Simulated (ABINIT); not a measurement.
# Quasiparticle gap of MoS2 (P6_3/mmc) in ABINIT, part 3 of 3

Aim: the G0W0 gap of MoS2 (P6_3/mmc) on PBEsol, step by step.

ABINIT 10.8.3; PBEsol and many-body steps on it, plane waves. Known limits of the many-body steps: not at the basis limit; no spin-orbit coupling; coarse k mesh.

So far. Step 3 (Bands along the symmetry lines): The gap is 0.846 eV, as in the run before at this level. Step 4 (Empty states on the mesh, 3×3×1 mesh, 433 bands): On this mesh the gap is 1.037 eV. The earlier step found 0.846 eV, so this mesh misses an edge.

The database entry behind the starting cell differs from later determinations by our own check (about 0.3 % long), so it need not match the best structure at ambient conditions.

## 5. Screening, 3×3×1 mesh, 395 bands, screening to 179.6 eV

The RPA dielectric matrix is built and inverted for each q.

This step: RPA screening on PBEsol, plane waves, norm-conserving pseudopotentials.

run.abi

```
acell 3*1.0 Angstrom
rprim 
  3.169000000004 -0.000000000001 0.000000000000
  -1.584500000001 2.744434504597 0.000000000000
  0.000000000000 0.000000000000 12.324000000000
ntypat 2
znucl 42 16
natom 6
typat 1 1 2 2 2 2
xred 
  0.333333333333 0.666666666667 0.250000000000
  0.666666666667 0.333333333333 0.750000000000
  0.333333333333 0.666666666667 0.623000000000
  0.666666666667 0.333333333333 0.123000000000
  0.333333333333 0.666666666667 0.877000000000
  0.666666666667 0.333333333333 0.377000000000
pp_dirpath "pseudos"
pseudos "Mo.upf, S.upf"
ecut 36
ngkpt 3 3 1
nshiftk 1
shiftk 0 0 0
kptopt 1
chksymbreak 0
istwfk *1
occopt 1
irdwfk 1
optdriver 3
nband 395
ecuteps 6.6
inclvkb 2
awtr 1
symchi 1
indata_prefix "in"
outdata_prefix "out"
tmpdata_prefix "tmp"
```

On the command line:

```bash
> OMP_NUM_THREADS=1 mpirun -n 8 abinit run.abi > log
```

Numbers of over 12 decimals in the logs are rounded to 6 here.

The log of the run:

```text
.Version 10.8.3 of ABINIT. v10.8.2 released Aug 2026.

 Symmetries : space group P6_3/m m c (#194); Bravais hP (primitive hexag.)
[... echo of the input left out ...]
== DATASET  1 ==================================================================
-   mpi_nproc: 8, omp_nthreads: 1 (-1 if OMP is not activated)

--- !DatasetInfo
iteration_state: {dtset: 1, }
dimensions: {natom: 6, nkpt: 3, mband: 395, nsppol: 1, nspinor: 1, nspden: 1, mpw: 7476, }
cutoff_energies: {ecut:  36.0, pawecutdg:  -1.0, }
electrons: {nelect:   5.20000000E+01, charge:   0.00000000E+00, occopt:   1.00000000E+00, tsmear:   1.00000000E-02, }

 SCREENING: Calculation of the susceptibility and dielectric matrices

 Based on a program developped by R.W. Godby, V. Olevano, G. Onida, and L. Reining.
 Incorporated in ABINIT by V. Olevano, G.-M. Rignanese, and M. Torrent.
.Using double precision arithmetic ; gwpc =  8

[... cell and pseudopotentials left out ...]
--------------------------------------------------------------------------------

 ==== K-mesh for the wavefunctions ====
 Number of points in the irreducible wedge :     3
[... list of points left out ...]
 Together with 24 symmetry operations and time-reversal symmetry
 yields     9 points in the full Brillouin Zone.

 ==== Q-mesh for the screening function ====
 Number of points in the irreducible wedge :     3
[... list of points left out ...]
 Together with 24 symmetry operations and time-reversal symmetry
 yields     9 points in the full Brillouin Zone.

 setmesh: FFT mesh size selected  =    20x   20x   90
          total number of points  =        36000

 vcoul_init : cutoff-mode = AUXILIARY_FUNCTION
 q-points for optical limit:   1
     1)      0.000010    0.000020    0.000030

- screening: taking advantage of time-reversal symmetry
- Maximum band index for partially occupied states nbvw = 26
- Remaining bands to be divided among processors   nbcw = 369
- Number of bands treated by each node ~46

 Number of electrons calculated from density =   52.0000; Expected =   52.0000
 average of density, n =  0.071892
 r_s =    1.4919
 omega_plasma =   25.8640 [eV]

 calculating chi0 at frequencies [eV] :
  1    0.000000E+00    0.000000E+00
  2    0.000000E+00    2.586399E+01

--------------------------------------------------------------------------------
  q-point number  1        q = ( 0.000000, 0.000000, 0.000000) [r.l.u.]
--------------------------------------------------------------------------------
[... chi0 elements left out ...]
 For q-point:  0.000010 0.000020 0.000030
  dielectric constant =  17.3532
  dielectric constant without local fields =  19.6578

  Average fulfillment of the sum rule on Im[epsilon] for q-point    1 :     88.58  [%]
[... wings left out ...]
  q-point number  2        q = ( 0.333333, 0.000000, 0.000000) [r.l.u.]
--------------------------------------------------------------------------------
[... chi0 elements left out ...]
  Average fulfillment of the sum rule on Im[epsilon] for q-point    2 :     87.53  [%]

 [... 1 further q-points ...]
```

The job ended after 42 s (8 MPI ranks of Arm Neoverse V2, shared host; peak memory 2.2 GiB; 5.6 min of CPU time).

This step gave:

| Item | Value |
| --- | --- |
| ε∞ with local fields, on this mesh, along the program's q direction | 17.35 |
| the same without local fields | 19.66 |
| plasma frequency | 25.86 eV |
| plane waves in the screening matrix | 585 |

Local fields lower ε∞ by 12 %. On a Γ-centred mesh this coarse the value itself is usually too large, while a short band sum pulls it down.

## 6. Self-energy, 3×3×1 mesh, 395 bands, screening to 179.6 eV

The self-energy is evaluated for the states that the input lists, and the levels follow from it, in one-shot runs by the linearised quasiparticle equation.

This step: G0W0 on PBEsol, plane waves, norm-conserving pseudopotentials.

run.abi, as its differences from that of step 5:

```diff
@@ -27,8 +27,19 @@
 irdwfk 1
-optdriver 3
+optdriver 4
 nband 395
+gwcalctyp 0
+ecutsigx 36
+symsigma 1
+nkptgw 3
+kptgw 
+  0.0000000000 0.0000000000 0.0000000000
+  0.3333333333 0.0000000000 0.0000000000
+  0.3333333333 0.3333333333 0.0000000000
+bdgw 
+  13 32
+  13 32
+  13 32
 ecuteps 6.6
-inclvkb 2
-awtr 1
-symchi 1
+irdscr 1
+ppmodel 1
 indata_prefix "in"
```

The log of the run:

```text
.Version 10.8.3 of ABINIT. v10.8.2 released Aug 2026.

 Symmetries : space group P6_3/m m c (#194); Bravais hP (primitive hexag.)
[... echo of the input left out ...]
== DATASET  1 ==================================================================
-   mpi_nproc: 8, omp_nthreads: 1 (-1 if OMP is not activated)

--- !DatasetInfo
iteration_state: {dtset: 1, }
dimensions: {natom: 6, nkpt: 3, mband: 395, nsppol: 1, nspinor: 1, nspden: 1, mpw: 7476, }
cutoff_energies: {ecut:  36.0, pawecutdg:  -1.0, }
electrons: {nelect:   5.20000000E+01, charge:   0.00000000E+00, occopt:   1.00000000E+00, tsmear:   1.00000000E-02, }

 SIGMA: Calculation of the GW corrections

 Based on a program developped by R.W. Godby, V. Olevano, G. Onida, and L. Reining.
 Incorporated in ABINIT by V. Olevano, G.-M. Rignanese, and M. Torrent.
.Using double precision arithmetic ; gwpc =  8

[... cell and pseudopotentials left out ...]
--------------------------------------------------------------------------------

 ==== K-mesh for the wavefunctions ====
 Number of points in the irreducible wedge :     3
[... list of points left out ...]
 Together with 24 symmetry operations and time-reversal symmetry
 yields     9 points in the full Brillouin Zone.

 ==== Q-mesh for screening function ====
 Number of points in the irreducible wedge :     3
[... list of points left out ...]
 Together with 24 symmetry operations and time-reversal symmetry
 yields     9 points in the full Brillouin Zone.

 vcoul_init : cutoff-mode = AUXILIARY_FUNCTION
 q-points for optical limit:   1
     1)      0.000010    0.000020    0.000030
 setmesh: FFT mesh size selected  =    32x   32x  128
          total number of points  =       131072

 Number of electrons calculated from density =   52.0000; Expected =   52.0000
 average of density, n =  0.071892
 r_s =    1.4919
 omega_plasma =   25.8640 [eV]

 === KS Band Gaps ===
  >>>> For spin  1
   Minimum direct gap =   1.6518 [eV], located at k-point      :   0.3333  0.3333  0.0000
   Fundamental gap    =   1.0368 [eV], Top of valence bands at :   0.0000  0.0000  0.0000
                                       Bottom of conduction at :   0.3333  0.3333  0.0000
 SIGMA fundamental parameters:
 PLASMON POLE MODEL  1
 number of plane-waves for SigmaX                 7437
 number of plane-waves for SigmaC and W            585
 number of plane-waves for wavefunctions          7437
 number of bands                                   395
 number of independent spin polarizations            1
 number of spinorial components                      1
 number of k-points in IBZ                           3
 number of q-points in IBZ                           3
 number of symmetry operations                      24
 number of k-points in BZ                            9
 number of q-points in BZ                            9
 number of frequencies for dSigma/dE                 9
 frequency step for dSigma/dE [eV]                0.25
 number of omega for Sigma on real axis              0
 max omega for Sigma on real axis  [eV]           0.00
 zcut for avoiding poles [eV]                     0.10

 EPSILON^-1 parameters (SCR file):
 dimension of the eps^-1 matrix on file            585
 dimension of the eps^-1 matrix used               585
 number of plane-waves for wavefunctions          7437
 number of bands                                   395
 number of q-points in IBZ                           3
 number of frequencies                               2
 number of real frequencies                          1
 number of imag frequencies                          1

 matrix elements of self-energy operator (all in [eV])

 Perturbative Calculation

--- !SelfEnergy_ee
iteration_state: {dtset: 1, }
kpoint     : [   0.000,    0.000,    0.000, ]
spin       : 1
KS_gap     :    2.094
QP_gap     :    2.529
Delta_QP_KS:    0.435
data: !SigmaeeData |
     Band     E0 <VxcDFT>   SigX SigC(E0)      Z dSigC/dE  Sig(E)    E-E0       E
       13   1.485 -12.501 -17.414   4.089   0.803  -0.245 -13.163  -0.662   0.823
       14   2.537 -13.520 -17.771   3.588   0.770  -0.300 -14.030  -0.510   2.027
       15   4.869 -12.102 -15.837   2.741   0.769  -0.301 -12.866  -0.763   4.106
       16   5.113 -15.670 -18.588   2.504   0.757  -0.320 -15.984  -0.314   4.800
       17   5.113 -15.670 -18.588   2.504   0.757  -0.320 -15.984  -0.314   4.800
       18   5.127 -15.693 -18.590   2.490   0.759  -0.318 -16.002  -0.309   4.818
       19   5.127 -15.693 -18.590   2.490   0.759  -0.318 -16.002  -0.309   4.818
       20   6.217 -16.022 -18.277   1.801   0.769  -0.300 -16.371  -0.349   5.868
       21   6.217 -16.022 -18.277   1.801   0.769  -0.300 -16.371  -0.349   5.868
       22   6.263 -16.114 -18.324   1.772   0.769  -0.300 -16.451  -0.337   5.926
[...]
--- !SelfEnergy_ee
iteration_state: {dtset: 1, }
kpoint     : [   0.333,    0.000,    0.000, ]
spin       : 1
KS_gap     :    2.927
QP_gap     :    3.455
Delta_QP_KS:    0.528
data: !SigmaeeData |
     Band     E0 <VxcDFT>   SigX SigC(E0)      Z dSigC/dE  Sig(E)    E-E0       E
[...]
--- !SelfEnergy_ee
iteration_state: {dtset: 1, }
kpoint     : [   0.333,    0.333,    0.000, ]
spin       : 1
KS_gap     :    1.652
QP_gap     :    2.245
Delta_QP_KS:    0.594
data: !SigmaeeData |
     Band     E0 <VxcDFT>   SigX SigC(E0)      Z dSigC/dE  Sig(E)    E-E0       E
[...]
28   9.435 -17.535 -12.657  -4.340   0.766  -0.305 -17.123   0.412   9.847
       29  10.175 -14.534  -9.781  -4.405   0.784  -0.276 -14.262   0.272  10.447
       30  11.227 -17.225 -12.046  -4.772   0.760  -0.315 -16.916   0.310  11.537
       31  11.227 -17.225 -12.046  -4.772   0.760  -0.315 -16.916   0.310  11.537
       32  11.243 -16.169 -10.853  -4.856   0.771  -0.298 -15.814   0.355  11.598

 New Fermi energy :        3.307209E-01 Ha ,    8.999375E+00 eV

 === QP Band Gaps ===
  >>>> For spin  1
   Minimum direct gap =   2.2455 [eV], located at k-point      :   0.3333  0.3333  0.0000
   Fundamental gap    =   1.6958 [eV], Top of valence bands at :   0.0000  0.0000  0.0000
                                       Bottom of conduction at :   0.3333  0.3333  0.0000

== END DATASET(S) ==============================================================
================================================================================

 -outvars: echo values of variables after computation  --------
           etotal      0.0000000000E+00
            nband         395
             nkpt           3
          spgroup         194
 [... the other variables as echoed above ...]

 Calculation completed.
```

Run time: 2.9 min. Hardware: 8 MPI ranks; peak memory 2.4 GiB; 23 min of CPU time.

This step gave:

| Property | Result |
| --- | --- |
| G0W0 gap on the points computed | 1.696 eV |
| starting gap on the mesh | 1.037 eV |
| k of the valence top | 0, 0, 0 |
| k of the conduction bottom | 0.3333, 0.3333, 0 |
| Z at the valence top | 0.768 |
| Z at the conduction bottom | 0.766 |
| least direct G0W0 gap on the computed points | 2.245 eV |

The gap on the mesh goes from 1.04 eV to 1.70 eV, a correction of +0.66 eV. The start differs from the 0.85 eV found before because the two sample other k points.

Limits: finite bands, cutoff and mesh; no spin-orbit coupling; coarse k mesh. v1 is the top filled band, c1 the lowest empty one. The levels before and after the correction (eV, zero at the valence-band top of each column):

|  | conduction bottom | valence top |
| --- | --- | --- |
| Kohn-Sham | 1.04 | 0.00 |
| G0W0 | 1.70 | 0.00 |

|  | level | energy (eV) |
| --- | --- | --- |
| Kohn-Sham | Γ v3 | -1.184 |
| Kohn-Sham | Γ v2 | -1.171 |
| Kohn-Sham | Γ v1 | 0.000 |
| Kohn-Sham | Γ c1-c2 | 2.094 |
| Kohn-Sham | Γ c3 | 2.122 |
| Kohn-Sham | (0.333 0.333 0) v3 | -2.690 |
| Kohn-Sham | (0.333 0.333 0) v2 | -0.786 |
| Kohn-Sham | (0.333 0.333 0) v1 | -0.615 |
| Kohn-Sham | (0.333 0.333 0) c1-c2 | 1.037 |
| Kohn-Sham | (0.333 0.333 0) c3 | 1.777 |
| G0W0 | Γ v3 | -1.161 |
| G0W0 | Γ v2 | -1.622 |
| G0W0 | Γ v1 | 0.000 |
| G0W0 | Γ c1-c2 | 2.529 |
| G0W0 | Γ c3 | 2.546 |
| G0W0 | (0.333 0.333 0) v3 | -3.038 |
| G0W0 | (0.333 0.333 0) v2 | -0.725 |
| G0W0 | (0.333 0.333 0) v1 | -0.549 |
| G0W0 | (0.333 0.333 0) c1-c2 | 1.696 |
| G0W0 | (0.333 0.333 0) c3 | 2.296 |

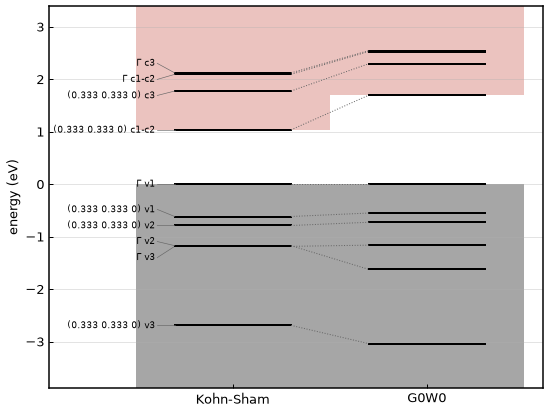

Levels before and after the correction. Shaded: valence and conduction bands.

## 7. Where the time went

Times are wall times on the hardware named with each run, good to a factor of about two.

| step | time | share | memory (GiB) |
| --- | --- | --- | --- |
| ground state | 25 s | 6 % | 0.81 |
| bands along the symmetry lines | 44 s | 11 % | 0.92 |
| empty states on the mesh | 2 min | 30 % | 0.44 |
| screening | 42 s | 10 % | 2.2 |
| self-energy | 2.9 min | 43 % | 2.4 |

## 8. Outcome

```json
{
 "PBEsol gap": "0.85 eV, indirect",
 "G0W0 gap on the mesh": "1.70 eV",
 "G0W0 gap over the zone (rigid shift)": "1.50 eV",
 "GW settings": "3×3×1 mesh, 395 bands, screening to 179.6 eV, Godby-Needs plasmon pole",
 "known limits": "not at the basis limit; no spin-orbit coupling; coarse k mesh"
}
```

What this shows: G0W0 moves the gap on the mesh from 1.04 eV to 1.70 eV (+0.66 eV), with Z of 0.77 and 0.77 at the edges. The mesh misses the band edges by 0.19 eV in all; a rigid shift gives 1.50 eV for the zone. Local fields lower the RPA ε∞ on this mesh from 19.66 to 17.35; a Γ-centred mesh this coarse tends to raise both, most where the direct gap is narrow, while a short band sum lowers them. Bands and cutoff are finite, so the gap is not at the basis limit. The miss can reach some tenths of an eV and take either sign; the mesh is an error of its own. A denser mesh or path gives a starting gap of 0.85 eV: the GW mesh misses a band edge, so its gaps are not the fundamental one. The 3×3×1 mesh is coarse for this cell, which bears on the long-range parts of exchange and screening. The many-body steps are scalar-relativistic: spin-orbit coupling is not in them.

[Paths, hosts, dates, memory and timing lines, banners, echoed tables and standing remarks are left out of the program output.]

[Logs are printed without paths, hosts, clocks, repeated set-up lines and the standing remarks that a program may print on its own settings, such as how far it seeks lower states.]

[Runs of the session that timed out or met a known fault of the program may be left out.]

[Hosts, paths, dates, database ids (printed as entryN), source tags and the programs' standing remarks are cut or masked in the printed files.]

[G0W0 gaps are taken among the corrected bands and points alone; a level outside them can change the order at an edge.]

[Where Ansatz stands beside ABINIT at settings called matched, ABINIT's density can come from a denser mesh and the files from another edition; pairs whose starting gaps differed by over 0.03 eV were left out, so agreement reads better than it is.]
